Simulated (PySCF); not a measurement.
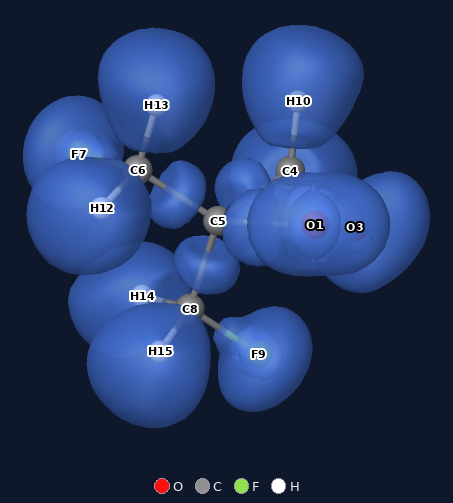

The picture shows: C5H6F2O2 (SMILES O=C1OCC1(CF)CF). Isosurface of the ELF at 0.75 (blue), seen at a tilt. Only the valence region is drawn (cores and ρ < 0.01 e/Å³ removed).

Geometry: GFN2-xTB, coordinate held.

Method: BHandHLYP/pcSseg-1, SCF density, gas phase, non-relativistic (PySCF 2.14.0).

```xyz
15

O    -1.4690    0.0191   -2.1767
C    -1.0744    0.4046   -1.1336
O    -1.3336    1.5086   -0.3914
C     0.0586    1.4777    0.0044
C    -0.0150   -0.0615   -0.0630
C     1.1938   -0.8421   -0.5586
F     2.1609   -0.9038    0.4162
C    -0.5930   -0.7148    1.1876
F    -1.6237   -0.0051    1.7270
H     0.7060    1.9337   -0.7435
H     0.2024    1.9352    0.9854
H     0.9217   -1.8734   -0.8051
H     1.6501   -0.3588   -1.4277
H     0.1862   -0.7813    1.9566
H    -0.9760   -1.7131    0.9476
```

**Where are the electrons localised?**

The surface consists of four regions between bonded C–C atoms (shared pairs), six regions around hydrogen nuclei, two regions on F in which the atom's valence shell and bonds are merged and two regions on O in which the atom's valence shell and bonds are merged. Profiles from the grid: C–O (1.18 Å): the ELF peaks at about 0.85 between the atoms: a multiple bond. C–F (1.36 Å): the ELF peaks at about 0.85 between the atoms; a shared but strongly polarised pair.
